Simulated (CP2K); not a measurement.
**C2H3InN (SMILES [CH3][In][C]#N) at IPEA1-xTB**

What is the energy difference between two shapes of C2H3InN at IPEA1-xTB? 

The results are computed with CP2K 2026.2.

9 further runs of the same task are left out: 2 that didn't finish, 7 set aside as unsound or not needed.

**1. The structure to begin with**

C2H3InN has 7 atoms, charge 0, and is taken as a doublet. As SMILES, `[CH3][In][C]#N`. The shape comes from GFN2-xTB, which is rough for such elements, and wasn't checked as a minimum.

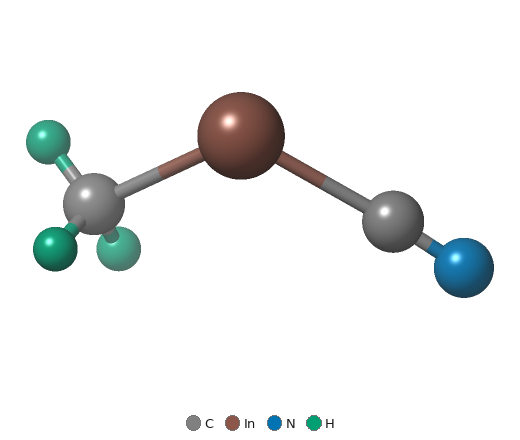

Viewed from a chosen angle; carbon grey, indium brown, nitrogen blue, hydrogen teal.

**2. Energy and forces at IPEA1-xTB**

File molecule.pdb:

```
HETATM    1 C    MOL A   1      -0.861   1.100  -0.494  1.00  0.00           C
HETATM    2 In   MOL A   1       1.199   0.367   0.545  1.00  0.00          IN
HETATM    3 C    MOL A   1       1.505  -1.961   0.861  1.00  0.00           C
HETATM    4 N    MOL A   1       1.577  -3.101   0.994  1.00  0.00           N
HETATM    5 H    MOL A   1      -0.626   1.957  -1.119  1.00  0.00           H
HETATM    6 H    MOL A   1      -1.557   1.369   0.295  1.00  0.00           H
HETATM    7 H    MOL A   1      -1.237   0.270  -1.082  1.00  0.00           H
END
```

File qs.inp:

```
&GLOBAL
   PROJECT qs
   RUN_TYPE ENERGY_FORCE
   PRINT_LEVEL MEDIUM
&END

&FORCE_EVAL
   METHOD Quickstep
   &DFT
      MULTIPLICITY 2
      UKS T
      &QS
         METHOD XTB
         EPS_DEFAULT 1.0E-10
         &XTB
            GFN_TYPE TBLITE
            &TBLITE
               METHOD IPEA1
            &END
            CHECK_ATOMIC_CHARGES F
         &END
      &END
      ! no periodic images
      &POISSON
         PERIODIC NONE
         POISSON_SOLVER ANALYTIC
      &END
      &SCF
         SCF_GUESS ATOMIC
         EPS_SCF 1.0E-06
         MAX_SCF 150
         ADDED_MOS 2
         &DIAGONALIZATION
            ALGORITHM STANDARD
         &END
         &MIXING
            METHOD DIRECT_P_MIXING
            ALPHA 0.4
         &END
      &END
      &PRINT
         &MOMENTS
            PERIODIC F
            REFERENCE COM
            MAX_MOMENT 1
         &END
         &MO ON
            ENERGIES T
            OCCUPATION_NUMBERS T
            NDIGITS 6
            &EACH
               QS_SCF 0
            &END
            ADD_LAST NUMERIC
         &END
         &HIRSHFELD OFF
         &END
      &END
   &END
   ! structure
   &SUBSYS
      &CELL
         ABC 13.1 15.1 12.1
         PERIODIC NONE
      &END
      &TOPOLOGY
         COORD_FILE_NAME molecule.pdb
         COORD_FILE_FORMAT PDB
         CONN_FILE_FORMAT OFF
         &CENTER_COORDINATES
         &END
      &END
   &END
   ! extra output
   &PRINT
      &FORCES ON
      &END
   &END
&END
```

The run is started by

```console
OMP_NUM_THREADS=1 cp2k.psmp -i qs.inp > qs.out 2>&1
```

The program printed:

```text
CP2K| version string:                                       CP2K version 2026.2
[...]
 GLOBAL| Method name                                                        CP2K
[...]
 GLOBAL| Run type                                                   ENERGY_FORCE
[...]
                             - Atoms:                                          7
[...]
                             - Spherical basis functions:                     30
[...]
 Number of electrons:                                                         10
[...]
  *** SCF run converged in    18 steps ***
[...]
  Fermi energy:                                                -0.35401908439335
[...]
 TB_DIPOLE| Moment [Debye]         -0.86875038       4.39294957      -0.75299731
 TB_DIPOLE| Derivative [a.u.]       0.00000000       0.00000000       0.00000000
[...]
 ENERGY| Total FORCE_EVAL ( QS ) energy [hartree]            -11.604749012920443
 FORCES| Atomic forces [hartree/bohr]
 FORCES|   Atom     x               y               z               |f|
 FORCES|      1  1.43105759E-02 -4.25203916E-03  7.50267668E-03   1.67081590E-02
 FORCES|      2 -6.50114408E-03 -3.61489274E-03 -2.84834027E-03   7.96525996E-03
 FORCES|      3 -4.92726008E-03  2.19861039E-02 -4.02695201E-03   2.28884905E-02
 FORCES|      4  1.73986115E-03 -1.36365827E-02  1.97272055E-03   1.38879491E-02
 FORCES|      5  5.59924850E-04  4.21363131E-03 -2.98978962E-03   5.19683044E-03
 FORCES|      6 -3.42444335E-03  1.64528682E-03  4.45516997E-03   5.85511062E-03
 FORCES|      7 -1.75751443E-03 -6.34150743E-03 -4.06548529E-03   7.73509819E-03
 FORCES| Sum    -1.82145965E-17 -3.54750951E-16 -9.80118764E-17
 FORCES| Total atomic force                                       3.68491976E-16
[...]
```

It took 1.4 s on 1 thread of Intel Xeon Platinum 8259CL at 2.50GHz (Skylake/Cascade Lake), shared host; peak memory 0.19 GiB.

**3. The distorted shape, same level**

File molecule.pdb:

```
HETATM    1 C    MOL A   1      -0.854   1.028  -0.565  1.00  0.00           C
HETATM    2 In   MOL A   1       1.231   0.316   0.573  1.00  0.00          IN
HETATM    3 C    MOL A   1       1.548  -2.000   0.799  1.00  0.00           C
HETATM    4 N    MOL A   1       1.539  -3.093   1.044  1.00  0.00           N
HETATM    5 H    MOL A   1      -0.694   1.993  -1.121  1.00  0.00           H
HETATM    6 H    MOL A   1      -1.482   1.410   0.346  1.00  0.00           H
HETATM    7 H    MOL A   1      -1.222   0.229  -1.165  1.00  0.00           H
END
```

File gas.inp:

```
&GLOBAL
   PROJECT_NAME gas
   RUN_TYPE ENERGY_FORCE
   PRINT_LEVEL MEDIUM
&END GLOBAL

&FORCE_EVAL
   METHOD QS
   &DFT
      MULTIPLICITY 2
      SPIN_POLARIZED T
      &QS
         METHOD XTB
         EPS_DEFAULT 1.0E-10
         &XTB
            GFN_TYPE TBLITE
            &TBLITE
               METHOD IPEA1
            &END TBLITE
            CHECK_ATOMIC_CHARGES F
         &END XTB
      &END QS
      &POISSON
         PERIODIC NONE
         POISSON_SOLVER ANALYTIC
      &END POISSON
      &SCF
         SCF_GUESS ATOMIC
         EPS_SCF 1.0E-06
         MAX_SCF 150
         ADDED_MOS 2
         &DIAGONALIZATION
            ALGORITHM STANDARD
         &END DIAGONALIZATION
         &MIXING
            METHOD DIRECT_P_MIXING
            ALPHA 0.4
         &END MIXING
      &END SCF
      &PRINT
         &MOMENTS
            PERIODIC F
            REFERENCE COM
            MAX_MOMENT 1
         &END MOMENTS
         &MO ON
            ENERGIES T
            OCCUPATION_NUMBERS T
            NDIGITS 6
            &EACH
               QS_SCF 0
            &END EACH
            ADD_LAST NUMERIC
         &END MO
         &HIRSHFELD OFF
         &END HIRSHFELD
      &END PRINT
   &END DFT
   &SUBSYS
      &CELL
         ABC 13 15.1 12.2
         PERIODIC NONE
      &END CELL
      &TOPOLOGY
         COORD_FILE_NAME molecule.pdb
         COORD_FILE_FORMAT PDB
         CONN_FILE_FORMAT OFF
         &CENTER_COORDINATES
         &END CENTER_COORDINATES
      &END TOPOLOGY
   &END SUBSYS
   &PRINT
      &FORCES ON
      &END FORCES
   &END PRINT
&END FORCE_EVAL
```

The run is started by

```console
OMP_NUM_THREADS=1 cp2k.psmp -i gas.inp > gas.out 2>&1
```

The program printed:

```text
CP2K| version string:                                       CP2K version 2026.2
[...]
 GLOBAL| Method name                                                        CP2K
[...]
 GLOBAL| Run type                                                   ENERGY_FORCE
[...]
                             - Atoms:                                          7
[...]
                             - Spherical basis functions:                     30
[...]
 Number of electrons:                                                         10
[...]
  *** SCF run converged in    18 steps ***
[...]
  Fermi energy:                                                -0.35600002912209
[...]
 TB_DIPOLE| Moment [Debye]         -0.75490080       4.19924988      -0.80518163
 TB_DIPOLE| Derivative [a.u.]       0.00000000       0.00000000       0.00000000
[...]
 ENERGY| Total FORCE_EVAL ( QS ) energy [hartree]            -11.591151922972298
 FORCES| Atomic forces [hartree/bohr]
 FORCES|   Atom     x               y               z               |f|
 FORCES|      1  8.25030057E-03  6.19241152E-02  4.98622150E-02   7.99306198E-02
 FORCES|      2 -1.31382419E-02  2.40404169E-03 -8.44481266E-03   1.58021416E-02
 FORCES|      3 -2.00519628E-03  1.13707876E-01 -2.56088776E-02   1.16573224E-01
 FORCES|      4 -1.50307143E-04 -1.09642418E-01  2.46067653E-02   1.12369815E-01
 FORCES|      5  2.30355709E-03 -2.52891394E-02  1.73343020E-03   2.54529316E-02
 FORCES|      6  1.79055151E-02 -3.09504946E-02 -3.63467810E-02   5.09865578E-02
 FORCES|      7 -1.31656275E-02 -1.21539812E-02 -5.80193924E-03   1.88338924E-02
 FORCES| Sum     3.64291930E-17 -3.19189120E-16 -1.45716772E-16
 FORCES| Total atomic force                                       3.52763600E-16
[...]
```

Run time: 1.4 s. Hardware: 1 thread of Intel Xeon Platinum 8259CL at 2.50GHz (Skylake/Cascade Lake), shared host; peak memory 0.19 GiB.

**4. What came out**

At IPEA1-xTB:

```
                                                  quantity         value
                                 first shape: total energy  -11.60475 Eh
    first shape: dipole moment (from atomic charges alone)        4.54 D
           first shape: HOMO energy (highest over α and β)      -9.86 eV
            first shape: LUMO energy (lowest over α and β)      -9.41 eV
                     first shape: largest force on an atom    1.177 eV/Å
                             distorted shape: total energy  -11.59115 Eh
distorted shape: dipole moment (from atomic charges alone)        4.34 D
       distorted shape: HOMO energy (highest over α and β)      -9.91 eV
        distorted shape: LUMO energy (lowest over α and β)      -9.46 eV
                 distorted shape: largest force on an atom    5.994 eV/Å
                    energy change with the atoms displaced      0.370 eV
```

What this shows: With the atoms displaced the energy rises by 0.37 eV (8.5 kcal/mol). The first shape isn't relaxed at this level, so the change isn't measured from a minimum. The largest force (first shape) is 1.18 eV/Å: the shape isn't a stationary point for this species at this level. The dipole (first shape) comes from point charges on the atoms alone, without atomic dipoles, so it is partial. The dipole (distorted shape) comes from point charges on the atoms alone, without atomic dipoles, so it is partial.
